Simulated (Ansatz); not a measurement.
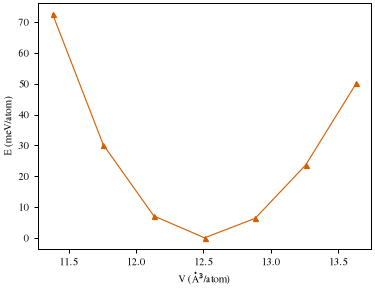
Figure: Cu3Pt (Cu3Au type, Pm-3m) under volume change, the program Ansatz at the r²SCAN level (PAW), scaled uniformly.

**Question.** What does a third-order Birch–Murnaghan fit give for V₀, B₀ and B′?

**Answer.** V₀ = 12.51 Å³/atom, B₀ = 189 GPa, B′ = 5.2.

The workflow started from an entry of the Crystallography Open Database (COD). Its standing as an ambient phase is unchecked. The cell was relaxed with r²SCAN under the symmetry of its start; its stability against distortions is not shown here. No spin polarisation was allowed. Scalar-relativistic: spin–orbit coupling is off unless named, which matters more the heavier the elements.

Potentials: the later of the program's two PAW sets.
